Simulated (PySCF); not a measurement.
Vertical excitations of a molecule CH5ClF2Si2 from TDDFT-M06-2X/def2-SVPD (PySCF), as energy in eV (oscillator strength): 6.14 (0.024), 6.30 (0.021), 6.98 (0.007), 7.13 (0.006), 7.73 (0.093), 7.81 (0.036), 7.90 (0.040), 8.07 (0.171), 8.17 (0.212), 8.35 (0.017). Lowest triplet (TDA): 5.62 eV. Coordinates come from a B3LYP-D3(BJ)/def2-SVP optimisation. One conformer was computed; it need not be the lowest.

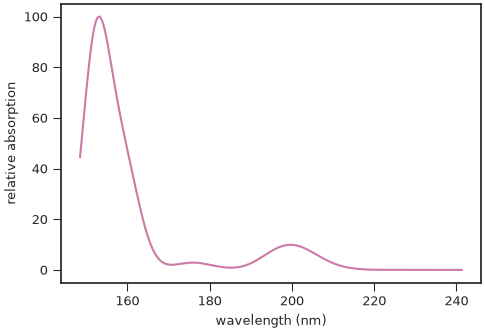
Fig. 1. The lines broadened by 0.4 eV.

Task: Which molecule gave these data?
(A) FC[Si@](F)([SiH3])Cl
(B) F[SiH2][C@H](F)[SiH2]Cl
(C) FC[Si@H](F)[SiH2]Cl
(D) C[Si](F)(F)[SiH2]Cl

Result: C, FC[Si@H](F)[SiH2]Cl
